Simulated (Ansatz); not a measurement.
## Energy against volume for ZnCu2SnSe4 (kesterite type, space group I-4)

ZnCu2SnSe4 (kesterite type, space group I-4)

```xyz
8
Lattice="-2.8818 2.8818 5.7630 2.8818 -2.8818 5.7630 2.8818 2.8818 -5.7630" Properties=species:S:1:pos:R:3 pbc="T T T"
Cu     0.0000     0.0000     0.0000
Cu     0.0000     2.8818     2.8815
Zn     2.8818     0.0000     2.8815
Sn     0.0000     0.0000     5.7630
Se     1.4966     1.5502     4.2620
Se     1.3852     1.3316    -1.5010
Se     1.5502    -1.4966     7.2639
Se     1.3316     4.3785     1.5010
```

E(V) scan at fixed shape, V₀ the volume above. The atoms relax within the cell's symmetry.

The numbers are results of PBE (plane waves to 420 eV, PAW, scalar-relativistic; Ansatz, an electronic-structure program), not measurements. k mesh 8×8×8 (Γ-centred), Fermi-Dirac smearing 0.05 eV. E stands for the smeared free energy. With the shape held, the modulus is that of even scaling; a crystal free to change shape is softer. At this level the bands of ZnCu2SnSe4 touch or barely overlap. ZnCu2SnSe4 is run without spin polarisation. ZnCu2SnSe4 was relaxed with its symmetry unable to fall. ΔE is measured from the relaxed starting cell.

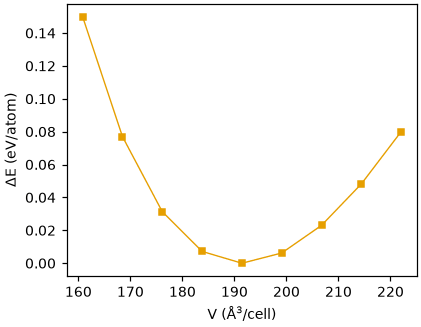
ΔE (eV/atom) against V (Å³/cell); computed points joined by lines.

The pressure derivative B₀′ (fit) is 4.8. The pressure for 5 % compression (fit) is 3.2 GPa, the pressure at the smallest volume is 14.9 GPa and the energy cost of the largest compression comes out as 150 meV/atom. The energy cost of the largest expansion is 80 meV/atom.

P = (3B₀/2)(x⁷ − x⁵)[1 + ¾(B₀′ − 4)(x² − 1)] with x = (1/0.95)^(1/3), B₀ = 55.9 GPa and B₀′ = 4.85.

(A scan under strain: stresses follow from slopes of the energy per volume, elastic moduli from its curvatures.)
